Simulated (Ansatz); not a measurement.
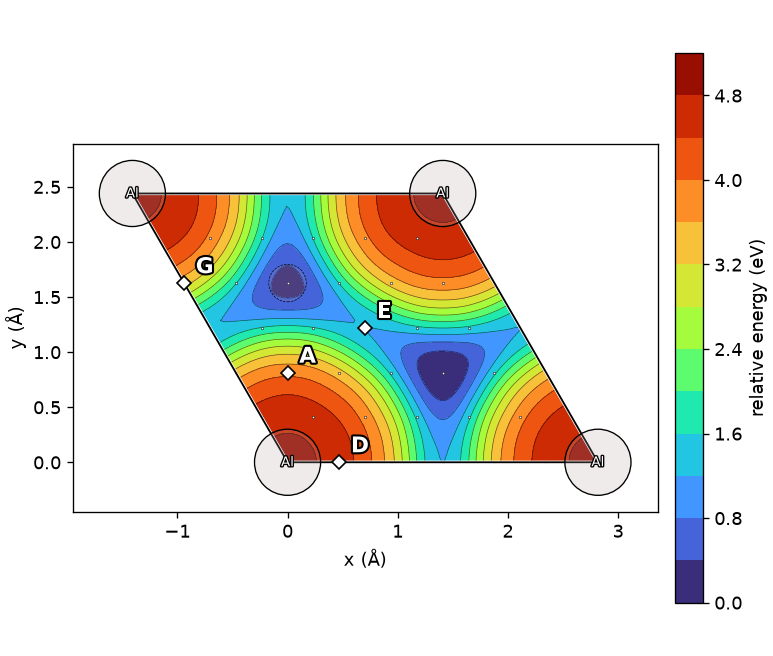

O on an Al(111) slab cut from the Fm-3m phase, its upper half relaxed before the scan (3 atoms of substrate and one adsorbate in a 1 × 1 cell). 
- O is moved over the surface cell; relaxed at each place: the height of the adsorbate's atoms; substrate rigid; the origin of the map has the adsorbate above Al3.
- Places are given modulo a cell vector. The map is drawn in real space over the plane of the surface.
- Grid: 6 × 6 points; 10 points were computed and 26 follow by symmetry.
- All energies are given in eV relative to the lowest grid point.
- With one adsorbate in each 1 × 1 cell, its nearest image is 2.8 Å away, so neighbouring adsorbates interact.
- The calculation used DFT LDA, scalar-relativistic, plane waves, PAW in Ansatz 0.2.0. Settings: cutoff 420 eV, k-mesh 12×12×1, gaussian smearing 0.1 eV, no spin polarisation.

The picture shows filled contours, dots at the grid points, labelled circles for the atoms of the top layer and small ones for the second layer, the outline of one cell of the plane, lettered points. Between grid points the surface is interpolated.

### Rank the lettered points by energy, lowest first.

E (1.20 eV), G (3.35 eV), A (3.89 eV), D (4.61 eV).
